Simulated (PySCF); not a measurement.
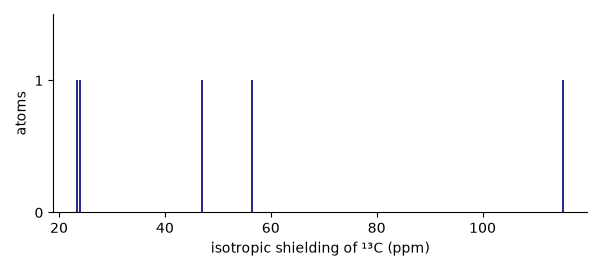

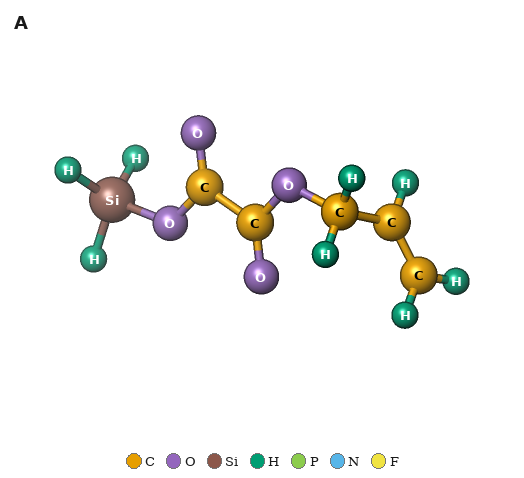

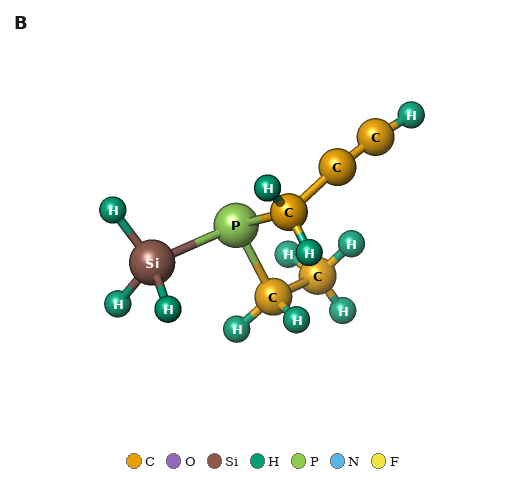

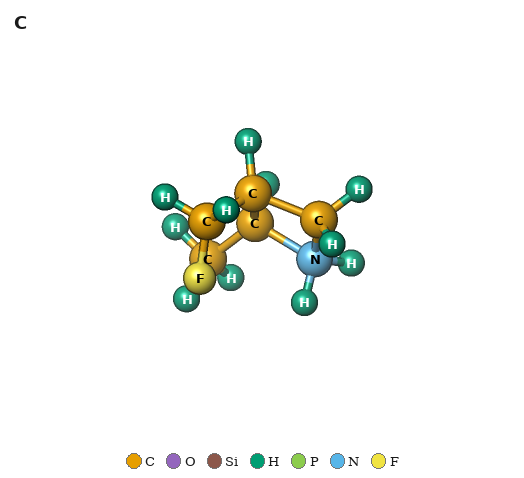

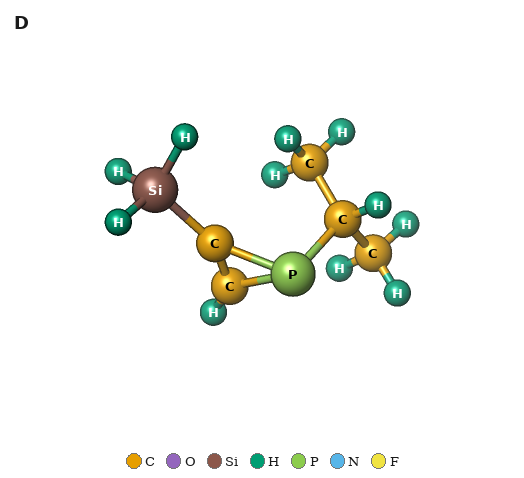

The sticks are computed shieldings of one of the molecules, for one fixed geometry (GFN2-xTB) without averaging over rotations. Low shielding means a high chemical shift. Method: GIAO PBE0/pcSseg-1 NMR shielding, non-relativistic, gas phase (PySCF 2.14.0).

### Match the spectrum to a structure.

A, `C=CCOC(=O)C(=O)O[SiH3]`. Its 5 C atoms give lines at 23.5, 24.0, 47.0, 56.4, 115.2 ppm.

The geometry is semi-empirical. Around P, Si such bond lengths and angles can be off by a tenth of an ångström or more and by several degrees, and values that hang on the shape move with them.
